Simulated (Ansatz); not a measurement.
Run report: SnPH5Cl2O2, nudged elastic band (part 2 of 2)

Continued. System: SnPH5Cl2O2. Method: RKS BLYP/def2-SVP (Ansatz 0.2.0). It belongs to a series of runs on one base structure; here: band between the two ends.

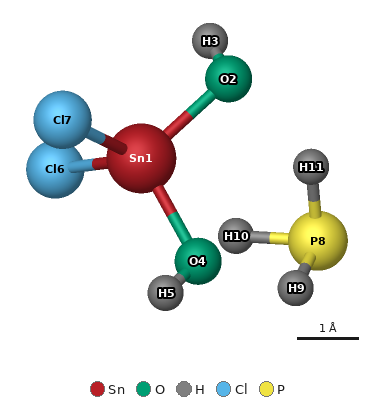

**Figure 1.** The starting structure (ball-and-stick view, seen at a tilt; atoms are numbered from 1 in the order of the input). Sticks mark near contacts.

## The last band as extended XYZ (Å, eV, eV/Å)
```
11
Properties=species:S:1:pos:R:3:forces:R:3 image=0 energy=-44326.86432
Sn   -0.1541   -0.4586   -0.0204    0.0019  -0.0007  -0.0011
O    -0.3936   -0.2894    1.9599    0.0025  -0.0016   0.0020
H    -1.2387    0.1734    2.1456   -0.0020   0.0029  -0.0013
O     1.8187   -0.3299   -0.3252   -0.0011   0.0009   0.0017
H     2.0612   -0.8497   -1.1213   -0.0003  -0.0012  -0.0010
Cl   -1.3710    1.2678   -1.1251   -0.0015   0.0000  -0.0009
Cl   -0.9236   -2.5648   -0.8251    0.0004   0.0003  -0.0002
P     1.8283    3.1176    1.7352   -0.0007   0.0000   0.0010
H     2.5096    2.1810    0.8790    0.0001  -0.0006  -0.0002
H     0.8320    3.4081    0.7342   -0.0008   0.0006   0.0000
H     1.0235    2.0785    2.3264    0.0017  -0.0008   0.0001
11
Properties=species:S:1:pos:R:3:forces:R:3 image=1 energy=-44326.74354
Sn   -0.0226   -0.1417    0.0304   -0.0654  -0.1214   0.0138
O    -0.2489   -0.0202    2.0311   -0.0072  -0.0725  -0.0476
H    -1.1955   -0.0921    2.2815   -0.0232  -0.0340  -0.0752
O     1.9173   -0.1300   -0.4824   -0.0610   0.0029   0.0523
H     2.0930   -0.9709   -0.9609   -0.0010   0.0219   0.0253
Cl   -1.2620    1.4937   -1.1811   -0.0029  -0.0184   0.0363
Cl   -0.8603   -2.2876   -0.5729   -0.0456  -0.1015  -0.0824
P     1.6044    2.8988    1.6449    0.0768   0.1121   0.0253
H     2.4501    1.9762    0.9316   -0.0105   0.0193   0.0197
H     0.7760    3.1535    0.4939    0.0084   0.0107   0.0272
H     0.7410    1.8544    2.1469    0.1315   0.1811   0.0053
11
Properties=species:S:1:pos:R:3:forces:R:3 image=2 energy=-44325.91590
Sn    0.2126    0.1900    0.0204    0.0141   0.0020  -0.0011
O    -0.2941    0.2043    2.1120   -0.0115   0.0290   0.0046
H    -1.2121    0.0183    2.4194    0.0046  -0.0279  -0.0001
O     2.1244   -0.1590   -0.5477   -0.0054  -0.0009   0.0047
H     2.1369   -1.0571   -0.9491   -0.0012   0.0009   0.0010
Cl   -1.1748    1.5699   -1.3810   -0.0048   0.0080  -0.0032
Cl   -0.7244   -1.9922   -0.3830   -0.0030  -0.0064   0.0010
P     1.3594    2.5578    1.5855   -0.0082  -0.0040  -0.0120
H     2.4716    1.9060    0.9599   -0.0012  -0.0025   0.0040
H     0.7906    3.1315    0.4033    0.0059   0.0016   0.0040
H     0.3024    1.3647    2.1232    0.0106   0.0001  -0.0029
11
Properties=species:S:1:pos:R:3:forces:R:3 image=3 energy=-44327.13353
Sn    0.4791    0.4555   -0.0149    0.0161   0.0206  -0.0126
O    -0.4185    0.1555    2.3964    0.0084  -0.0066   0.0077
H    -1.1701   -0.4724    2.4085   -0.0218  -0.0206   0.0035
O     2.1819   -0.0904   -0.9689   -0.0013   0.0029  -0.0245
H     2.0688   -0.9950   -1.3306   -0.0122  -0.0037  -0.0268
Cl   -1.1983    1.4813   -1.4291    0.0020  -0.0004  -0.0005
Cl   -0.4903   -1.7890    0.1039    0.0332   0.0119   0.0450
P     1.4379    2.4704    1.3204    0.0000   0.0016  -0.0189
H     2.7402    2.2149    0.7667    0.0384   0.0091  -0.0156
H     1.0587    3.3406    0.2369    0.0328   0.0056  -0.0048
H    -0.6970    0.9627    2.8736   -0.0954  -0.0204   0.0475
11
Properties=species:S:1:pos:R:3:forces:R:3 image=4 energy=-44327.25543
Sn    0.3560    0.6047   -0.3053   -0.0123   0.0117  -0.0177
O     0.0959    0.0598    2.8141    0.0626   0.0123   0.0373
H    -0.4227   -0.6853    2.4382    0.0270  -0.0078   0.0004
O     2.1268   -0.1561   -0.8926   -0.0040   0.0014   0.0008
H     2.0029   -1.0235   -1.3326   -0.0158  -0.0075  -0.0059
Cl   -0.8939    1.4429   -2.1859    0.0286   0.0009  -0.0525
Cl   -0.9713   -1.3680    0.2251   -0.0232   0.0293   0.0128
P     0.8995    2.6047    1.2038   -0.0410  -0.0039  -0.0231
H     2.2699    2.1584    1.2281   -0.0294  -0.0160   0.0458
H     1.1233    3.4222    0.0341    0.0181   0.0073  -0.0109
H    -0.5940    0.6743    3.1359   -0.0106  -0.0277   0.0131
11
Properties=species:S:1:pos:R:3:forces:R:3 image=5 energy=-44327.39100
Sn    0.2296    0.6522   -0.1484    0.0014   0.0125  -0.0001
O     0.4769   -0.0465    2.5319    0.0031  -0.0186  -0.0336
H     0.3713   -1.0086    2.3734    0.0636  -0.0195   0.0009
O     1.8901   -0.4777   -0.3508   -0.0199  -0.0314   0.0507
H     1.9214   -0.8160   -1.2712   -0.0171   0.0130   0.0029
Cl   -0.3515    1.2935   -2.4102    0.0427  -0.0103  -0.0140
Cl   -1.6110   -0.8510    0.3548   -0.0476   0.0451   0.0183
P     0.6268    2.8071    1.1847   -0.0159   0.0134  -0.0008
H     2.0129    2.4280    1.2931   -0.0213   0.0140   0.0092
H     0.8468    3.5482   -0.0313   -0.0082   0.0053  -0.0138
H    -0.4209    0.2047    2.8370    0.0192  -0.0235  -0.0197
11
Properties=species:S:1:pos:R:3:forces:R:3 image=6 energy=-44327.64456
Sn    0.0965    0.7595    0.0272    0.0074   0.0000  -0.0117
O     0.5803   -0.1408    2.3694   -0.0112   0.0025   0.0064
H     1.1750   -0.7892    1.9155    0.0031  -0.0015  -0.0062
O     1.5425   -0.6821    0.0183   -0.0039   0.0017   0.0186
H     1.7325   -0.9515   -0.9041    0.0032  -0.0012  -0.0156
Cl   -0.0368    1.0996   -2.3759   -0.0029   0.0022   0.0042
Cl   -2.0414   -0.2699    0.5150    0.0003  -0.0020   0.0049
P     0.5080    3.0481    1.1152    0.0002  -0.0074   0.0021
H     1.8834    2.6793    1.3426   -0.0021   0.0017   0.0018
H     0.8052    3.6223   -0.1732    0.0024  -0.0003  -0.0028
H    -0.2526   -0.6413    2.5129    0.0034   0.0043  -0.0017
```

The run was set up as follows.

## Input file
```yaml
crystal:
  periodic: [false, false, false]
  atoms:
    - { symbol: Sn, position_ang: [-0.154108, -0.458576, -0.020436] }
    - { symbol: O, position_ang: [-0.393644, -0.289437, 1.959906] }
    - { symbol: H, position_ang: [-1.238665, 0.173388, 2.14556] }
    - { symbol: O, position_ang: [1.818719, -0.329857, -0.325197] }
    - { symbol: H, position_ang: [2.061221, -0.849698, -1.121268] }
    - { symbol: Cl, position_ang: [-1.370969, 1.267832, -1.125136] }
    - { symbol: Cl, position_ang: [-0.923583, -2.564814, -0.825132] }
    - { symbol: P, position_ang: [1.828346, 3.117616, 1.735176] }
    - { symbol: H, position_ang: [2.509562, 2.181043, 0.878955] }
    - { symbol: H, position_ang: [0.832006, 3.408133, 0.734151] }
    - { symbol: H, position_ang: [1.023513, 2.078469, 2.326421] }
basis:
  gaussian: { orbitals: def2-SVP }
hamiltonian:
  xc: blyp
neb:
  order_check: false
  images: 5
  f_tol: 0.03
  max_iterations: 60
  final_atoms:
    - { symbol: Sn, position_ang: [0.09646347, 0.75950296, 0.0272267] }
    - { symbol: O, position_ang: [0.58033459, -0.14076477, 2.36936837] }
    - { symbol: H, position_ang: [1.17495067, -0.7892089, 1.91553005] }
    - { symbol: O, position_ang: [1.54252828, -0.68206512, 0.01832805] }
    - { symbol: H, position_ang: [1.73248507, -0.95149028, -0.90406984] }
    - { symbol: Cl, position_ang: [-0.03684365, 1.09955955, -2.37590649] }
    - { symbol: Cl, position_ang: [-2.04143622, -0.26985378, 0.51495809] }
    - { symbol: P, position_ang: [0.50797508, 3.04812551, 1.1152159] }
    - { symbol: H, position_ang: [1.8834027, 2.67932442, 1.34264217] }
    - { symbol: H, position_ang: [0.80518087, 3.62228033, -0.17319597] }
    - { symbol: H, position_ang: [-0.25264286, -0.64131091, 2.51290296] }
  initial_path:
    images:
      - { positions_ang: [[-0.154108, -0.458576, -0.020436], [-0.393644, -0.289437, 1.959906], [-1.238665, 0.173388, 2.14556], [1.818719, -0.329857, -0.325197], [2.061221, -0.849698, -1.121268], [-1.370969, 1.267832, -1.125136], [-0.923583, -2.564814, -0.825132], [1.828346, 3.117616, 1.735176], [2.509562, 2.181043, 0.878955], [0.832006, 3.408133, 0.734151], [1.023513, 2.078469, 2.326421]] }
      - { positions_ang: [[-0.092772, -0.31428593, -0.01214164], [-0.26085161, -0.19080703, 2.07796604], [-1.12530168, 0.01549008, 2.31226239], [1.84054231, -0.21102118, -0.42642426], [2.11850554, -0.8717785, -0.99036902], [-1.30092855, 1.47545819, -1.02936961], [-0.95928469, -2.38985406, -0.81065116], [1.54385163, 2.88689177, 1.4404676], [2.3680528, 2.1982593, 1.15769141], [1.01432297, 3.33607364, 0.39813617], [0.84626127, 1.79967273, 2.24543209]] }
      - { positions_ang: [[-0.03143599, -0.16999586, -0.00384728], [-0.12805922, -0.09217707, 2.19602607], [-1.01193837, -0.14240784, 2.47896478], [1.86236561, -0.09218535, -0.52765152], [2.17579009, -0.893859, -0.85947004], [-1.2308881, 1.68308437, -0.93360322], [-0.99498638, -2.21489413, -0.79617033], [1.25935727, 2.65616754, 1.1457592], [2.22654361, 2.2154756, 1.43642783], [1.19663994, 3.26401429, 0.06212133], [0.66900954, 1.52087646, 2.16444318]] }
      - { positions_ang: [[0.02990001, -0.0257058, 0.00444708], [0.00473318, 0.0064529, 2.31408611], [-0.89857505, -0.30030576, 2.64566716], [1.88418892, 0.02665047, -0.62887878], [2.23307463, -0.91593951, -0.72857106], [-1.16084764, 1.89071056, -0.83783683], [-1.03068807, -2.03993419, -0.78168949], [0.9748629, 2.4254433, 0.85105079], [2.08503441, 2.2326919, 1.71516424], [1.3789569, 3.19195493, -0.2738935], [0.49175781, 1.24208019, 2.08345427]] }
      - { positions_ang: [[0.05208783, 0.23603046, 0.01204029], [0.19660031, -0.04261966, 2.33251353], [-0.20739981, -0.46327347, 2.40228813], [1.77030204, -0.20958806, -0.41314317], [2.06621145, -0.92778976, -0.78707066], [-0.78617965, 1.62699356, -1.35052672], [-1.36760412, -1.44990739, -0.34947363], [0.81923363, 2.63300404, 0.93910583], [2.01782384, 2.3815694, 1.59099022], [1.18769823, 3.33539673, -0.24032765], [0.24362425, 0.61428316, 2.22660384]] }
      - { positions_ang: [[0.07427565, 0.49776671, 0.0196335], [0.38846745, -0.09169222, 2.35094095], [0.48377543, -0.62624119, 2.15890909], [1.65641516, -0.44582659, -0.19740756], [1.89934826, -0.93964002, -0.84557025], [-0.41151165, 1.36327655, -1.86321661], [-1.70452017, -0.85988059, 0.08274223], [0.66360435, 2.84056477, 1.02716087], [1.95061327, 2.53044691, 1.4668162], [0.99643955, 3.47883853, -0.20676181], [-0.0045093, -0.01351387, 2.3697534]] }
      - { positions_ang: [[0.09646347, 0.75950296, 0.0272267], [0.58033459, -0.14076477, 2.36936837], [1.17495067, -0.7892089, 1.91553005], [1.54252828, -0.68206512, 0.01832805], [1.73248507, -0.95149028, -0.90406984], [-0.03684365, 1.09955955, -2.37590649], [-2.04143622, -0.26985378, 0.51495809], [0.50797508, 3.04812551, 1.1152159], [1.8834027, 2.67932442, 1.34264217], [0.80518087, 3.62228033, -0.17319597], [-0.25264286, -0.64131091, 2.51290296]] }
```

Run as:
```bash
ansatz run input.yaml --threads 4 --pin off --max-ram 5120MiB --backend cpu --events-out ev --progress --plain --runs-dir out
```

## Summary

```tsv
quantity	value
outcome	converged
barrier, forward	0.948 eV
barrier, backward	1.729 eV
hardware	4 threads of AMD EPYC (Zen 3), 24 GiB of memory available, shared host
wall time	6.8 min (CPU time 25 min)
peak memory	0.23 GiB
```

## Remarks

The order of the saddle point was not checked.
